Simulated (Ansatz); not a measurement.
# What a change does: single-point calculation on H2SCl

System: H2SCl, charge −1.
Method of the first run: RKS B3LYP-D4/def2-TZVPD (Ansatz 0.2.0).

Text and figures count atoms from 1; the logs count them from 0 in places.

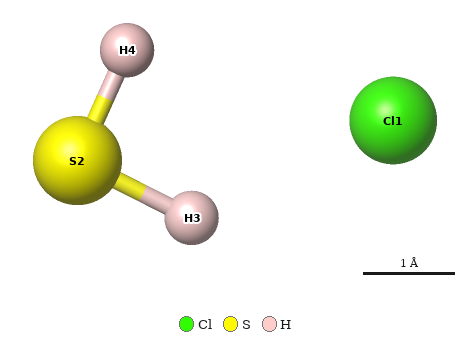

The input geometry (ball-and-stick view, seen on its broad side; atoms are numbered from 1 in the order of the input). Bond lengths as drawn: H–S 1.34 to 1.42 Å.

## The input, the first run
```yaml
crystal:
  periodic: [false, false, false]
  atoms:
    - { symbol: Cl, position_ang: [-1.433101, 1.145781, 1.503162] }
    - { symbol: S, position_ang: [0.520762, -1.02737, -0.467662] }
    - { symbol: H, position_ang: [0.149969, 0.32055, -0.213931] }
    - { symbol: H, position_ang: [-0.272019, -1.501258, 0.506306] }
total_charge: -1
basis:
  gaussian: { orbitals: def2-TZVPD }
hamiltonian:
  xc: { name: B3LYP }
  dispersion: d4
output:
  forces: true
```

Launched with:
```bash
ansatz run input.yaml --threads 1 --pin off --max-ram 2560MiB --backend cpu --events-out ev --progress --plain --runs-dir out
```

Hardware: 1 thread of Arm Neoverse V2, 24 GiB of memory available, shared host.

## Output (the first run)
```
Engine: ansatz 0.2.0, aarch64-unknown-linux-gnu
Functional definition: B3LYP
  parameter a0 = 0.2
  parameter ax = 0.72
  parameter ac = 0.81
  exchange = (1 - a0 - ax)*slater_x + ax*b88_x + a0*exact_x
  correlation = (1 - ac)*vwn_rpa_c + ac*lyp_c
694 factors; their error is unknown
mean field evaluation 1: about -23394.5055 eV, gradient 8.0e0 eV
mean field evaluation 2: about -23394.5369 eV, gradient 8.1e0 eV
mean field evaluation 4: about -23394.7164 eV, gradient 4.8e-1 eV
mean field evaluation 8: about -23394.7586 eV, gradient 8.5e-2 eV
mean field evaluation 16: about -23394.7586 eV, gradient 6.6e-5 eV
mean field -23394.75856684 eV, -859.7415197943 hartree, gradient 6.6e-5 eV, S^2 0.000000; 0 other end points of the search recorded, 0 dependent functions left out
the calculation of the forces begins
reference -23394.75878917 eV, -859.7415279651 hartree; 18, 18 occupied and 92, 92 virtual orbitals, 694 factors
Total energy: -23394.85025441 eV, -859.7448892504 hartree
Atom 0 at    -1.433101     1.145781     1.503162 Å, force     0.035813     0.091556    -0.053018 eV/Å
Atom 1 at     0.520762    -1.027370    -0.467662 Å, force    -0.006940     0.974784    -0.117341 eV/Å
Atom 2 at     0.149969     0.320550    -0.213931 Å, force     0.013931    -1.302400     0.151412 eV/Å
Atom 3 at    -0.272019    -1.501258     0.506306 Å, force    -0.042805     0.236060     0.018946 eV/Å
Dipole moment:     0.587840    -0.710679    -0.585631 e Å
```

The input of the second run differs as follows (lines with − go, lines with + come):
```diff
-    - { symbol: Cl, position_ang: [-1.433101, 1.145781, 1.503162] }
+    - { symbol: Cl, position_ang: [-0.393285, 2.189406, 0.171437] }
```

What does this change do to the results?

On the same kind of shared host the second run took about 260 times as long.

## Output (the second run)
```
Engine: ansatz 0.2.0, aarch64-unknown-linux-gnu
Functional definition: B3LYP
  parameter a0 = 0.2
  parameter ax = 0.72
  parameter ac = 0.81
  exchange = (1 - a0 - ax)*slater_x + ax*b88_x + a0*exact_x
  correlation = (1 - ac)*vwn_rpa_c + ac*lyp_c
694 factors; their error is unknown
mean field evaluation 1: about -23394.7981 eV, gradient 7.4e0 eV
mean field evaluation 2: about -23394.8196 eV, gradient 6.8e0 eV
mean field evaluation 4: about -23394.9377 eV, gradient 2.5e-1 eV
mean field evaluation 8: about -23394.9800 eV, gradient 2.0e-2 eV
mean field -23394.97998123 eV, -859.7496566234 hartree, gradient 2.4e-5 eV, S^2 0.000000; 0 other end points of the search recorded, 0 dependent functions left out
the calculation of the forces begins
reference -23394.98020805 eV, -859.7496649588 hartree; 18, 18 occupied and 92, 92 virtual orbitals, 694 factors
Total energy: -23395.07223142 eV, -859.7530467550 hartree
Atom 0 at    -0.393285     2.189406     0.171437 Å, force    -0.010658     0.038578     0.007314 eV/Å
Atom 1 at     0.520762    -1.027370    -0.467662 Å, force     0.019039    -0.064533    -0.013630 eV/Å
Atom 2 at     0.149969     0.320550    -0.213931 Å, force    -0.007961     0.026122     0.005810 eV/Å
Atom 3 at    -0.272019    -1.501258     0.506306 Å, force    -0.000420    -0.000167     0.000505 eV/Å
Dipole moment:     0.129797    -0.811279    -0.045175 e Å
```

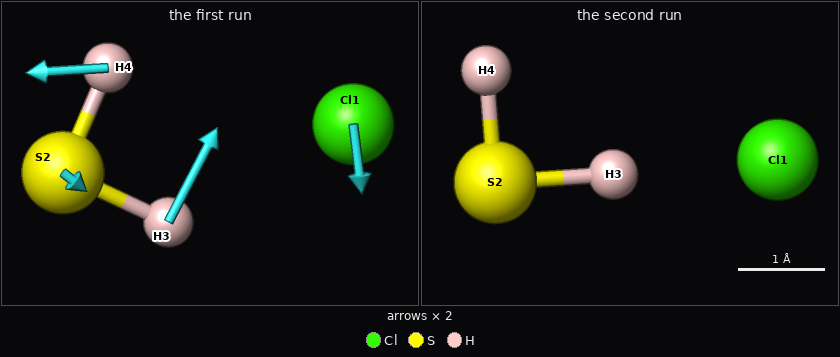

The two input geometries at one scale (ball-and-stick view, seen at a tilt). The teal arrows on the first give the shifts of the atoms after the best rigid fit, magnified 2 times. The largest move after the best rigid fit is that of H3, 0.63 Å. By element the largest moves are H 0.63 Å, Cl 0.43 Å, S 0.19 Å.

## The two runs side by side

```tsv
quantity	the first run	the second run
outcome	converged	converged
total energy (hartree)	−859.744889	–
largest force (eV/Å)	1.311	–
basis functions	110	–
wall time (shared host)	2.1 s	8.9 min
```
